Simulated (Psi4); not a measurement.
**wB97M-V/aug-cc-pVTZ run of [SiH3]+ (SMILES [SiH3+])**

Aim: the vertical ionisation energy of [SiH3]+ at wB97M-V/aug-cc-pVTZ, from 2 runs. The job is set up through a Python script.

Program for the calculation: Psi4 1.11.

1 further run of the same task is left out (set aside as unsound or not needed).

### Step 1. The system as given

The species is [SiH3]+ (4 atoms), meant as a singlet with charge +1. SMILES: `[SiH3+]`. The coordinates come from a PBE0-D4/def2-TZVP relaxation.

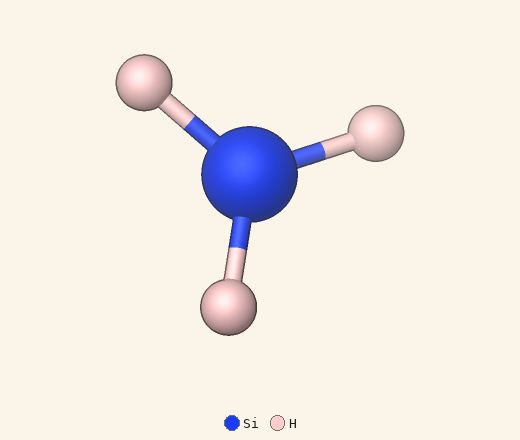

Viewed from a chosen angle; silicon blue, hydrogen pink.

### Step 2. The energy at wB97M-V/aug-cc-pVTZ

Input file h3si.py:

```python
import psi4

psi4.set_memory('1600 MB')
psi4.set_num_threads(1)
psi4.set_output_file('psi4.out', False)

geom = psi4.geometry("""
1 1
Si
H 1 1.471994
H 1 1.472003 2 119.9971
H 1 1.472009 2 120.00442 3 -179.9997
units angstrom
symmetry c1
""")

psi4.set_options({
    'basis': 'aug-cc-pVTZ',
    'puream': True,
    'e_convergence': 1e-09,
    'd_convergence': 1e-08,
    'scf_type': 'pk',
    'dft_radial_points': 99,
    'dft_spherical_points': 590,
})

result = psi4.energy("wb97m-v")
print(f'wb97m-v energy: {result:.10f} Eh')
```

On the command line:

```console
$ python h3si.py
```

psi4.out:

```text
[...]
  Running in c1 symmetry.
[...]
  Nuclear repulsion =   15.721449199260219
[...]
  Multiplicity = 1
[...]
  Nalpha       = 8
  Nbeta        = 8
[...]
    Number of basis functions: 119
[...]
   @RKS iter   1:  -290.89162906416288   -1.69030e-01   1.38395e-03 DIIS/ADIIS
[...]
   @RKS iter   8:  -290.90796384764064   -1.23350e-11   2.15148e-09 DIIS
[...]
    Orbital Energies [Eh]
    ---------------------
    Doubly Occupied:
       1A    -66.764946     2A     -5.785135     3A     -4.106585
       4A     -4.094615     5A     -4.094614     6A     -0.928184
       7A     -0.733238     8A     -0.733228
[...]
  @RKS Final Energy:  -290.90796384764064
   => Energetics <=
    Nuclear Repulsion Energy =             15.7214491992602188
    One-Electron Energy =                -428.5299904328523439
    Two-Electron Energy =                 138.2478553875461671
    DFT Exchange-Correlation Energy =     -16.4161220108989205
    Empirical Dispersion Energy =           0.0000000000000000
    VV10 Nonlocal Energy =                  0.0688440093041877
    Total Energy =                       -290.9079638476406444
[...]
 Multipole Moments:
 ------------------------------------------------------------------------------------
     Multipole            Electronic (a.u.)      Nuclear  (a.u.)        Total (a.u.)
 ------------------------------------------------------------------------------------
 L = 1.  Multiply by 2.5417464519 to convert [e a0] to [Debye]
 Dipole X            :          0.0000075           -0.0000056            0.0000018
 Dipole Y            :         -0.0001136            0.0000751           -0.0000385
 Dipole Z            :          0.0000529           -0.0000387            0.0000142
 Magnitude           :                                                    0.0000410
[...]
```

On the terminal:

```text
wb97m-v energy: -290.9079638476 Eh
```

It took 35 s on 1 thread of Intel Xeon 6975P-C (Granite Rapids), shared host; peak memory 1.1 GiB.

### Step 3. Doublet [SiH3]2+

Input file h3si.xyz:

```xyz
4
H3Si
Si     0.000000     0.000000     0.000000
H      0.686900     0.675400     1.113000
H     -0.118400    -1.467200    -0.009900
H     -0.568500     0.791700    -1.103100
```

Input file run.py:

```python
import psi4

psi4.set_memory('1600 MB')
psi4.set_num_threads(1)
psi4.core.set_output_file('output.dat', False)

with open('h3si.xyz') as f:
    atoms = ''.join(f.readlines()[2:])
molecule = psi4.geometry('2 2\n' + atoms + 'symmetry c1')

psi4.set_options({
    'reference': 'uks',
    'puream': True,
    'e_convergence': 1e-09,
    'd_convergence': 1e-08,
    'scf_type': 'pk',
    'dft_radial_points': 99,
    'dft_spherical_points': 590,
    'maxiter': 200,
})

e = psi4.energy("wb97m-v/aug-cc-pVTZ", molecule=molecule)
print(f'total energy {e:.8f} hartree = {e * 27.211386:.5f} eV')
```

On the command line:

```console
$ python run.py
```

output.dat:

```text
[...]
  Running in c1 symmetry.
[...]
  Nuclear repulsion =   15.721450087033412
[...]
  Multiplicity = 2
[...]
  Nalpha       = 8
  Nbeta        = 7
[...]
    Number of basis functions: 119
[...]
   @UKS iter   1:  -290.08540840277368    6.37191e-01   2.02151e-03 ADIIS/DIIS
[...]
   @UKS iter  15:  -290.14318156296321   -2.73417e-11   3.97628e-09 DIIS
[...]
   @S^2 Observed:                7.562176605E-01
[...]
    Orbital Energies [Eh]
    ---------------------
    Alpha Occupied:
       1A    -67.129885     2A     -6.145060     3A     -4.463766
       4A     -4.462562     5A     -4.451344     6A     -1.279369
       7A     -1.105759     8A     -1.044463
    Alpha Virtual:
       9A     -0.591034    10A     -0.459526    11A     -0.411536
      12A     -0.399056    13A     -0.315838    14A     -0.307650
      15A     -0.291829    16A     -0.264157    17A     -0.253751
      18A     -0.235712    19A     -0.189192    20A     -0.171466
      21A     -0.171197    22A     -0.141564    23A     -0.120936
      24A     -0.120624    25A     -0.112311    26A     -0.109960
[...]
  @UKS Final Energy:  -290.14318156296321
   => Energetics <=
    Nuclear Repulsion Energy =             15.7214500870334124
    One-Electron Energy =                -422.6075307815643782
    Two-Electron Energy =                 132.9218937832483221
    DFT Exchange-Correlation Energy =     -16.2443026730987512
    Empirical Dispersion Energy =           0.0000000000000000
    VV10 Nonlocal Energy =                  0.0653080214182093
    Total Energy =                       -290.1431815629631501
[...]
 Multipole Moments:
 ------------------------------------------------------------------------------------
     Multipole            Electronic (a.u.)      Nuclear  (a.u.)        Total (a.u.)
 ------------------------------------------------------------------------------------
 L = 1.  Multiply by 2.5417464519 to convert [e a0] to [Debye]
 Dipole X            :         -0.0356175            0.0000000           -0.0356175
 Dipole Y            :         -0.4410676           -0.0000845           -0.4411522
 Dipole Z            :         -0.0030060           -0.0000000           -0.0030060
 Magnitude           :                                                    0.4425979
[...]
```

The script printed:

```text
total energy -290.14318156 hartree = -7895.19811 eV
```

Run time: 74 s. Hardware: 1 thread of Intel Xeon 6975P-C (Granite Rapids), shared host; peak memory 1.1 GiB.

### Step 4. Outcome

At wB97M-V/aug-cc-pVTZ:

| quantity | value |
| --- | --- |
| singlet [SiH3]+: total energy | -290.90796 Eh |
| singlet [SiH3]+: HOMO energy | -19.95 eV |
| singlet [SiH3]+: LUMO energy | -8.18 eV |
| singlet [SiH3]+: HOMO–LUMO gap | 11.77 eV |
| doublet [SiH3]2+: total energy | -290.14318 Eh |
| doublet [SiH3]2+: HOMO energy (highest over α and β) | -27.70 eV |
| doublet [SiH3]2+: LUMO energy (lowest over α and β) | -21.64 eV |
| doublet [SiH3]2+: ⟨S²⟩ | 0.756 |
| vertical ionisation energy (to the doublet dication) | 20.811 eV |

Removing an electron at fixed nuclei costs 20.81 eV (2008 kJ/mol). The negative HOMO energy of the first species, 19.95 eV, lies 0.86 eV below that difference.
